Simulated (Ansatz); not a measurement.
Dissociation curve of Li2, singlet.

- RKS-CAM-B3LYP = Ansatz (an electronic-structure program) with restricted CAM-B3LYP/cc-pVQZ
- RKS-PBE0 = restricted PBE0/cc-pVQZ (Ansatz)
- RCCSD(T) = CCSD(T) on RHF/cc-pVQZ, frozen core in Ansatz
- UKS-CAM-B3LYP = Ansatz with unrestricted CAM-B3LYP/cc-pVQZ
- UKS-PBE0 = unrestricted PBE0/cc-pVQZ (Ansatz)
- UCCSD(T) = CCSD(T) on UHF/cc-pVQZ, frozen core in Ansatz
- FCI = full CI/cc-pVQZ, frozen core run with Ansatz

Cost and accuracy over the 21 points of the scan, with FCI as yardstick. Costs are rough ratios of core time within Ansatz on shared cores, each with its mean field (Kohn-Sham runs search longer for lower solutions than correlated ones do); the miss is the largest error against full CI of the curve after the mean shift, in mEh.

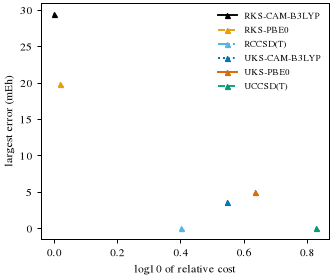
Figure: Miss against cost, one point a level.

```tsv
level	relative cost	largest error
RKS-CAM-B3LYP	1	29.4
RKS-PBE0	1	19.9
RCCSD(T)	3	0.0
UKS-CAM-B3LYP	4	3.6
UKS-PBE0	4	5.0
UCCSD(T)	7	0.1
```

Costs within a factor of two of each other count as equal.

The restricted form behind RKS-CAM-B3LYP, RKS-PBE0 keeps the bonding electrons paired and can't separate into open-shell fragments. With two correlated electrons CCSD is exact in the basis where it finds the lowest root (RCCSD(T), UCCSD(T)). The unrestricted determinant behind UKS-CAM-B3LYP is spin-contaminated at 3.70 to 8.22 Å (<S²> up to 1.0, against 0.00 for a pure singlet). The unrestricted determinant behind UKS-PBE0 is spin-contaminated at 3.47 to 8.22 Å (<S²> up to 1.0, against 0.00 for a pure singlet). The unrestricted determinant behind UCCSD(T) is spin-contaminated at 2.08 to 8.22 Å (<S²> up to 1.0, against 0.00 for a pure singlet).
